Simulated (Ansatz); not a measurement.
# A sinusoid for the slip curve: generalised stacking fault on (110) of Ta

The cell holds 12 atoms: 12 Ta. Its edges and angles: a = 2.875 Å, b = 2.875 Å, c = 28.171 Å, α = 90.0°, β = 90.0°, γ = 109.5°. It derives from Ta. 48 atoms of Ta, stacked on (1 1 0); one fault a cell: the periodic image above is shifted rigidly by 0.000 Å along the in-plane vector of length 2.875 Å (1/2<111>); atoms relaxed along the normal alone with the MACE-MP-0b2 potential. Lattice constants are starting values near those of PBE. Folded to one surface cell (a quarter of the atoms).

Calculated with Ansatz 0.2.0: Kohn-Sham DFT, PBEsol, PAW (set soft_2), plane waves; cutoff 420 eV, k-mesh 10×10×1, fermi-dirac smearing of 0.1 eV. The cell described is the unshifted one. Its image above is shifted by x, atoms are relaxed along the normal alone (with PBE), and the energy is counted from the unshifted cell over the area of the fault.

```
slip x (Å)  fault energy (mJ/m²)
     0.000                     0
     0.240                 79.53
     0.479                 249.6
     0.719                 430.6
     0.958                 578.5
     1.198                     ?
     1.438                 684.7
     1.677                 653.8
     1.917                 563.5
     2.156                 412.7
     2.396                 230.5
     2.636                 60.12
```

Task: Fit a squared sine to the rows given and interpolate to the withheld row.

Worked fit:

The simplest curve with the period of the slip vector, p = 2.875 Å, is γ = γ0 sin²(πx/p), a line through the origin in u = sin²(πx/p).

```
        u  v (mJ/m²)
0.0672151    79.5323
 0.249842    249.645
 0.500273    430.621
 0.749684    578.534
 1.000000    684.666
 0.933058    653.795
 0.749684    563.517
 0.500273    412.679
 0.249842    230.459
0.0666689    60.1247
```

For a line through the origin, slope = Σuv / Σu² = 2702.1 / 3.6290 = 744.6.

At x = 1.198 Å, u = 0.9331.

Prediction at 1.198: 694.7 mJ/m². The run gave 662.9 mJ/m², so the fit is high by 32 mJ/m² (4.8 % of the value).

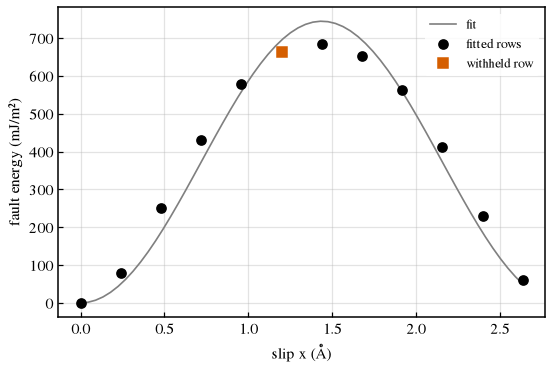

The fit, the rows that it rests on and the withheld row.

So γ0 = 744.6 mJ/m², and the steepest slope of the fitted curve, πγ0/p, is 8.14 GPa. The row at 1.677 Å, its mirror image about half the vector, holds 653.8 mJ/m². Among the rows given, the largest miss of the fit is at 0.479, by 64 mJ/m² (9.3 % of the range of the table).

Limits: Rigid slip in the plane; the cell's length along the normal is held. The cell and its k-mesh tilt with the slip, which can add an error that grows with it.

[Logs are printed without paths, hosts, clocks, repeated set-up lines and the standing remarks that a program may print on its own settings, such as how far it seeks lower states.]

[Hosts, paths, dates, database ids (printed as entryN), source tags and the programs' standing remarks are cut or masked in the printed files.]
